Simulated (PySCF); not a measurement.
CH6FNSi: geometry relaxation

CH6FNSi, SMILES C[SiH](N)F, computed with PBE0-D3(BJ)/def2-SVPD geometry optimisation, gas phase (PySCF 2.14.0).

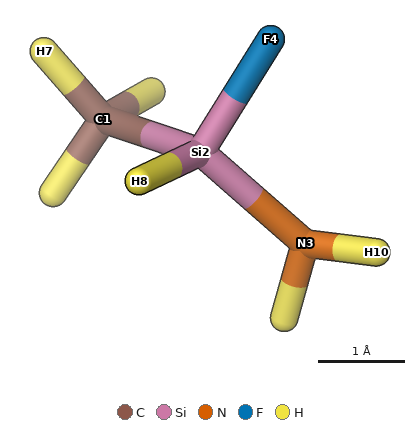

Figure 1. The input geometry (stick view, seen at a tilt; atoms are numbered from 1 in the order of the input). Bond lengths as drawn: C–H 1.09 Å, C–Si 1.89 Å, F–Si 1.61 Å, H–N 1.01 Å, H–Si 1.46 Å and N–Si 1.72 Å.

### Results in brief

| quantity | value |
| --- | --- |
| outcome | converged |
| total energy | −485.360489 hartree |
| dipole moment | 2.09 D |
| point group | C1 |
| hardware | 1 CPU thread, shared host |
| wall time | 1.8 min |
| peak memory | 0.55 GiB |

### The input
```
{"job": {"xc": "PBE0", "basis": "def2-SVPD", "d3": "d3bj", "grid": 2, "kind": "geom"}, "charge": 0, "multiplicity": 1}
C      1.279025     0.609085     0.108141
Si    -0.399404    -0.147668     0.526628
N     -1.162493    -0.631037    -0.932436
F     -0.201020    -1.538672     1.321024
H      1.173407     1.561146    -0.402141
H      1.857359    -0.048353    -0.534436
H      1.859851     0.784892     1.008310
H     -1.172590     0.658520     1.468806
H     -1.302565     0.031740    -1.675164
H     -1.931569    -1.279653    -0.888731
```

The first line tells a small driver script what to run in PySCF; the rest is the geometry in Å.

Launched with:
```bash
OMP_NUM_THREADS=1 python <driver script> task.json out
```

### What the program printed
```
step   0  E = -485.35444607  max force = 0.018897
step   1  E = -485.35698885  max force = 0.004525
step   2  E = -485.35735465  max force = 0.001299
step   3  E = -485.35746773  max force = 0.001329
step   4  E = -485.35765892  max force = 0.003036
step   5  E = -485.35815555  max force = 0.005724
step   6  E = -485.35804656  max force = 0.012810
step   7  E = -485.35918633  max force = 0.006140
step   8  E = -485.35976826  max force = 0.003910
step   9  E = -485.36006597  max force = 0.004842
step  10  E = -485.36041542  max force = 0.001086
step  11  E = -485.36046479  max force = 0.000541
step  12  E = -485.36048265  max force = 0.000484
step  13  E = -485.36048949  max force = 0.000241
optimisation converged
```

### Trajectory as extended XYZ (Å, eV, eV/Å), 14 frames, from step=0 to step=13
```
10
Properties=species:S:1:pos:R:3:forces:R:3 step=0 energy=-13207.16719
C     1.2790    0.6091    0.1081   -0.8012  -0.3020   0.3140
Si   -0.3994   -0.1477    0.5266    0.9717   0.3674  -0.8124
N    -1.1625   -0.6310   -0.9324   -0.1016   0.0887  -0.0038
F    -0.2010   -1.5387    1.3210    0.1865  -0.8345   0.5618
H     1.1734    1.5612   -0.4021   -0.1044   0.4882  -0.2459
H     1.8574   -0.0483   -0.5344    0.1362  -0.3638  -0.2868
H     1.8599    0.7849    1.0083    0.2178   0.1111   0.4577
H    -1.1726    0.6585    1.4688   -0.3103   0.4403   0.2986
H    -1.3026    0.0317   -1.6752    0.0154   0.1603  -0.2873
H    -1.9316   -1.2796   -0.8887   -0.2102  -0.1556   0.0040
10
Properties=species:S:1:pos:R:3:forces:R:3 step=1 energy=-13207.23638
C     1.2356    0.6584    0.1434    0.1147  -0.1645  -0.1306
Si   -0.3543   -0.2449    0.4811   -0.1040   0.2327   0.2021
N    -1.1596   -0.6483   -0.9857   -0.0052  -0.0063  -0.0047
F    -0.0864   -1.6653    1.2688    0.0331   0.1297  -0.1096
H     1.0616    1.6247   -0.3560   -0.0822  -0.0429   0.0163
H     1.8806    0.0518   -0.5107    0.0386   0.0404   0.0103
H     1.7860    0.8631    1.0739   -0.0664  -0.0369   0.0070
H    -1.1836    0.5500    1.4404    0.0004  -0.1225   0.0212
H    -1.1784   -0.0079   -1.7681    0.0659  -0.0411   0.0036
H    -1.9877   -1.2291   -0.9679    0.0051   0.0114  -0.0156
10
Properties=species:S:1:pos:R:3:forces:R:3 step=2 energy=-13207.24633
C     1.2326    0.6505    0.1369    0.0668  -0.0521  -0.0665
Si   -0.3617   -0.2306    0.4908   -0.0297   0.0490   0.0370
N    -1.1543   -0.6398   -0.9810   -0.0583   0.0144   0.0244
F    -0.0817   -1.6519    1.2656    0.0231   0.0100  -0.0051
H     1.0473    1.6160   -0.3579   -0.0166   0.0122   0.0082
H     1.8776    0.0480   -0.5207   -0.0182   0.0127   0.0202
H     1.7804    0.8507    1.0687   -0.0138   0.0104   0.0130
H    -1.1925    0.5416    1.4627    0.0000  -0.0472   0.0082
H    -1.1526   -0.0101   -1.7715    0.0522  -0.0285  -0.0191
H    -1.9813   -1.2219   -0.9744   -0.0056   0.0191  -0.0204
10
Properties=species:S:1:pos:R:3:forces:R:3 step=3 energy=-13207.24941
C     1.2308    0.6468    0.1338   -0.0079   0.0274   0.0002
Si   -0.3657   -0.2268    0.4973    0.0180  -0.0301  -0.0591
N    -1.1553   -0.6327   -0.9778   -0.0684   0.0336   0.0530
F    -0.0780   -1.6491    1.2658    0.0185  -0.0281   0.0263
H     1.0397    1.6135   -0.3571    0.0114   0.0097   0.0029
H     1.8727    0.0455   -0.5259   -0.0104  -0.0104   0.0037
H     1.7785    0.8468    1.0659    0.0053   0.0127   0.0012
H    -1.1956    0.5320    1.4777   -0.0094  -0.0108   0.0053
H    -1.1254   -0.0168   -1.7783    0.0505  -0.0259  -0.0195
H    -1.9878   -1.2066   -0.9823   -0.0077   0.0219  -0.0139
10
Properties=species:S:1:pos:R:3:forces:R:3 step=4 energy=-13207.25461
C     1.2260    0.6419    0.1304   -0.1024   0.1196   0.0891
Si   -0.3712   -0.2266    0.5077    0.0707  -0.1180  -0.1561
N    -1.1615   -0.6166   -0.9711   -0.0810   0.0594   0.0789
F    -0.0697   -1.6516    1.2660    0.0168  -0.0563   0.0505
H     1.0263    1.6108   -0.3535    0.0393  -0.0021  -0.0107
H     1.8620    0.0420   -0.5339    0.0097  -0.0310  -0.0163
H     1.7755    0.8425    1.0613    0.0309   0.0028  -0.0151
H    -1.1996    0.5101    1.5025   -0.0235   0.0289   0.0003
H    -1.0625   -0.0376   -1.7927    0.0497  -0.0255  -0.0191
H    -2.0116   -1.1624   -0.9976   -0.0103   0.0221  -0.0015
10
Properties=species:S:1:pos:R:3:forces:R:3 step=5 energy=-13207.26813
C     1.2124    0.6327    0.1266   -0.2507   0.2608   0.2688
Si   -0.3826   -0.2338    0.5286    0.1564  -0.2517  -0.2943
N    -1.1842   -0.5601   -0.9563   -0.1258   0.1286   0.1023
F    -0.0465   -1.6682    1.2571    0.0397  -0.0954   0.0792
H     0.9959    1.6080   -0.3381    0.0760  -0.0320  -0.0426
H     1.8360    0.0384   -0.5506    0.0523  -0.0570  -0.0525
H     1.7699    0.8298    1.0537    0.0811  -0.0273  -0.0445
H    -1.2099    0.4452    1.5581   -0.0638   0.1020  -0.0253
H    -0.8918   -0.1328   -1.8222    0.0580  -0.0269  -0.0274
H    -2.0854   -1.0065   -1.0377   -0.0233  -0.0009   0.0364
10
Properties=species:S:1:pos:R:3:forces:R:3 step=6 energy=-13207.26516
C     1.2046    0.6191    0.1400   -0.3920   0.3826   0.6587
Si   -0.3985   -0.2456    0.5364    0.3478  -0.3129  -0.2806
N    -1.2166   -0.3782   -0.9601   -0.2383   0.0711  -0.0420
F    -0.0048   -1.7086    1.1867    0.0752  -0.1429  -0.0061
H     0.9757    1.6126   -0.2780    0.1011  -0.0993  -0.1126
H     1.8159    0.0429   -0.5592    0.1019  -0.0760  -0.1264
H     1.7676    0.7862    1.0698    0.1727  -0.0751  -0.0766
H    -1.2497    0.3024    1.6120   -0.1476   0.3126  -0.0741
H    -0.6878   -0.5175   -1.8059    0.1532   0.0292  -0.1415
H    -2.1925   -0.5605   -1.1227   -0.1740  -0.0893   0.2012
10
Properties=species:S:1:pos:R:3:forces:R:3 step=7 energy=-13207.29618
C     1.2085    0.6299    0.1419   -0.2674   0.2455   0.3157
Si   -0.3873   -0.2463    0.5290    0.1416  -0.2579  -0.2668
N    -1.2208   -0.4725   -0.9541   -0.0826   0.1801   0.0483
F    -0.0108   -1.6969    1.2125    0.0539  -0.0791   0.0575
H     0.9879    1.6133   -0.3019    0.0751  -0.0373  -0.0578
H     1.8279    0.0475   -0.5495    0.0631  -0.0470  -0.0646
H     1.7753    0.8079    1.0675    0.0735  -0.0535  -0.0534
H    -1.2304    0.3766    1.5787   -0.0746   0.1194  -0.0545
H    -0.7646   -0.3165   -1.8412    0.0166  -0.0482  -0.0005
H    -2.1719   -0.7903   -1.0637    0.0008  -0.0219   0.0761
10
Properties=species:S:1:pos:R:3:forces:R:3 step=8 energy=-13207.31201
C     1.2128    0.6328    0.1564   -0.1915   0.1694   0.2011
Si   -0.3835   -0.2519    0.5174    0.0842  -0.1904  -0.1648
N    -1.2364   -0.4436   -0.9586   -0.0112   0.1539   0.0128
F     0.0083   -1.7076    1.1851    0.0287  -0.0424   0.0354
H     0.9996    1.6187   -0.2837    0.0586  -0.0192  -0.0382
H     1.8367    0.0566   -0.5388    0.0407  -0.0284  -0.0445
H     1.7810    0.7959    1.0836    0.0419  -0.0440  -0.0349
H    -1.2417    0.3660    1.5592   -0.0463   0.0747  -0.0358
H    -0.7651   -0.3790   -1.8498   -0.0152  -0.0532   0.0069
H    -2.1978   -0.7354   -1.0517    0.0102  -0.0203   0.0619
10
Properties=species:S:1:pos:R:3:forces:R:3 step=9 energy=-13207.32011
C     1.2332    0.6395    0.2070    0.0357  -0.0174  -0.0693
Si   -0.3710   -0.2601    0.4652    0.0520   0.0659   0.2490
N    -1.2648   -0.3200   -0.9940    0.0733  -0.1648  -0.1910
F     0.0606   -1.7360    1.0729   -0.0912   0.0306  -0.0735
H     1.0582    1.6422   -0.2074    0.0020   0.0185   0.0181
H     1.8735    0.0864   -0.4989   -0.0289   0.0128   0.0040
H     1.7934    0.7369    1.1472   -0.0207   0.0001   0.0224
H    -1.2852    0.3260    1.4798    0.0427   0.0183   0.0448
H    -0.8290   -0.6486   -1.8452    0.0183   0.0531  -0.0883
H    -2.2551   -0.5138   -1.0075   -0.0832  -0.0170   0.0837
10
Properties=species:S:1:pos:R:3:forces:R:3 step=10 energy=-13207.32962
C     1.2223    0.6427    0.1855    0.0071   0.0072  -0.0330
Si   -0.3733   -0.2583    0.4881   -0.0208  -0.0141  -0.0017
N    -1.2581   -0.3917   -0.9748    0.0397   0.0559  -0.0160
F     0.0343   -1.7262    1.1237   -0.0051   0.0129   0.0073
H     1.0365    1.6398   -0.2392   -0.0008  -0.0005   0.0158
H     1.8548    0.0815   -0.5194   -0.0023   0.0052   0.0014
H     1.7891    0.7615    1.1194    0.0028  -0.0071   0.0088
H    -1.2568    0.3575    1.5134    0.0010  -0.0160  -0.0038
H    -0.8023   -0.5002   -1.8705   -0.0292  -0.0296   0.0162
H    -2.2327   -0.6541   -1.0070    0.0076  -0.0139   0.0050
10
Properties=species:S:1:pos:R:3:forces:R:3 step=11 energy=-13207.33097
C     1.2256    0.6438    0.1901    0.0137  -0.0106  -0.0278
Si   -0.3725   -0.2570    0.4821   -0.0085   0.0019   0.0209
N    -1.2608   -0.3767   -0.9799    0.0253   0.0242  -0.0231
F     0.0362   -1.7279    1.1105   -0.0065   0.0080   0.0004
H     1.0438    1.6447   -0.2265   -0.0045   0.0051   0.0129
H     1.8582    0.0867   -0.5182   -0.0057   0.0074   0.0002
H     1.7917    0.7519    1.1259   -0.0034  -0.0051   0.0057
H    -1.2602    0.3522    1.5073    0.0026  -0.0061  -0.0024
H    -0.8098   -0.5359   -1.8705   -0.0139  -0.0124   0.0041
H    -2.2384   -0.6291   -1.0016    0.0010  -0.0124   0.0091
10
Properties=species:S:1:pos:R:3:forces:R:3 step=12 energy=-13207.33145
C     1.2284    0.6446    0.1926    0.0147  -0.0154  -0.0163
Si   -0.3716   -0.2548    0.4774    0.0014   0.0074   0.0249
N    -1.2622   -0.3662   -0.9842    0.0035   0.0007  -0.0182
F     0.0354   -1.7283    1.1009   -0.0049   0.0026  -0.0007
H     1.0494    1.6503   -0.2135   -0.0054   0.0053   0.0095
H     1.8597    0.0930   -0.5210   -0.0057   0.0080  -0.0024
H     1.7945    0.7411    1.1298   -0.0030  -0.0030   0.0019
H    -1.2613    0.3511    1.5026    0.0019   0.0020  -0.0016
H    -0.8176   -0.5621   -1.8706    0.0010   0.0002  -0.0027
H    -2.2410   -0.6160   -0.9947   -0.0034  -0.0079   0.0057
10
Properties=species:S:1:pos:R:3:forces:R:3 step=13 energy=-13207.33164
C     1.2292    0.6448    0.1919    0.0085  -0.0117  -0.0061
Si   -0.3714   -0.2534    0.4768    0.0038   0.0034   0.0124
N    -1.2624   -0.3654   -0.9849   -0.0061  -0.0005  -0.0057
F     0.0331   -1.7274    1.1004   -0.0016   0.0003   0.0020
H     1.0500    1.6531   -0.2076   -0.0040   0.0041   0.0065
H     1.8585    0.0967   -0.5259   -0.0038   0.0066  -0.0042
H     1.7966    0.7358    1.1290   -0.0005  -0.0032  -0.0007
H    -1.2600    0.3536    1.5021   -0.0001   0.0041  -0.0025
H    -0.8194   -0.5660   -1.8711    0.0050   0.0015  -0.0022
H    -2.2404   -0.6191   -0.9917   -0.0014  -0.0047   0.0007
```

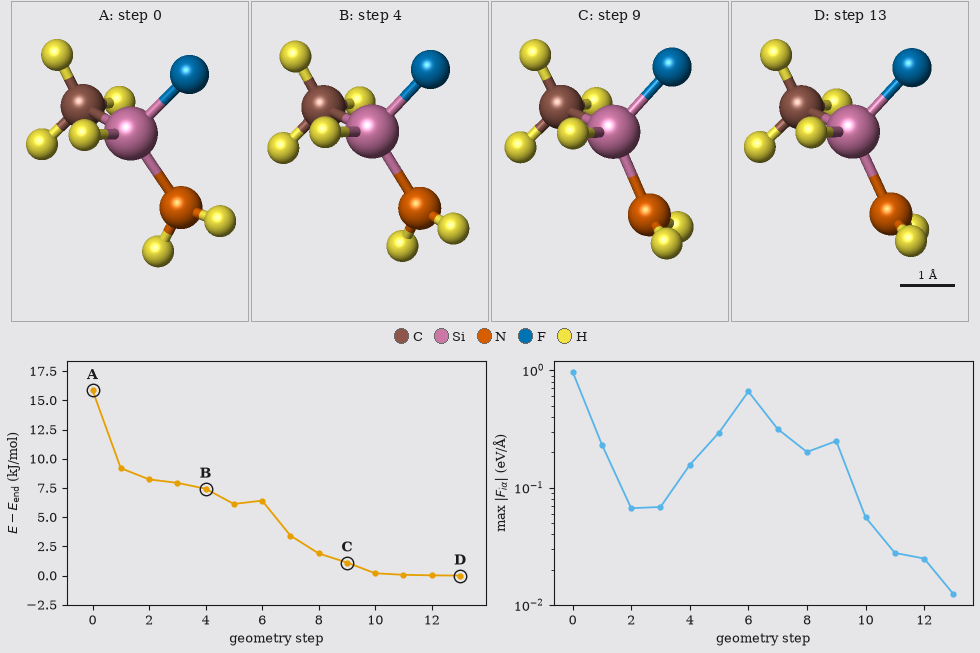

Figure 2. Frames of the relaxation (ball-and-stick view, seen at a tilt) above the curves, on which the letters mark them (steps are counted from 0).

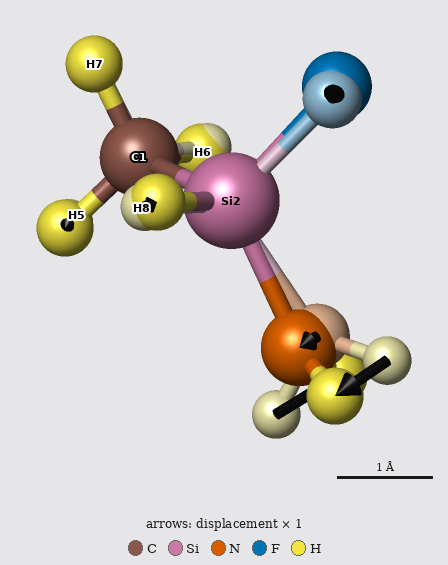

Figure 3. Start (faint) and end (solid) with the displacements as black arrows, at true length (ball-and-stick view, seen at a tilt). The two geometries are laid on each other by the best rigid fit. After 13 geometry steps the energy has fallen by 15.9 kJ/mol. Largest force component: 0.97 eV/Å at the start, 0.012 eV/Å at the end. H9 moves most after the best rigid fit: 0.86 Å. By element the largest moves are H 0.86 Å, N 0.25 Å, F 0.25 Å, Si 0.06 Å, C 0.05 Å. Distances before and after: Si2–F4 1.614 → 1.651 Å, C1–Si2 1.888 → 1.857 Å, Si2–H8 1.461 → 1.486 Å, C1–H5 1.085 → 1.099 Å. Among the angles that change: N3–Si2–H8 117.9° → 107.7°, N3–Si2–F4 103.3° → 113.0°, C1–Si2–F4 110.2° → 106.2°. (Atoms are counted from 1 in the order of the input.)
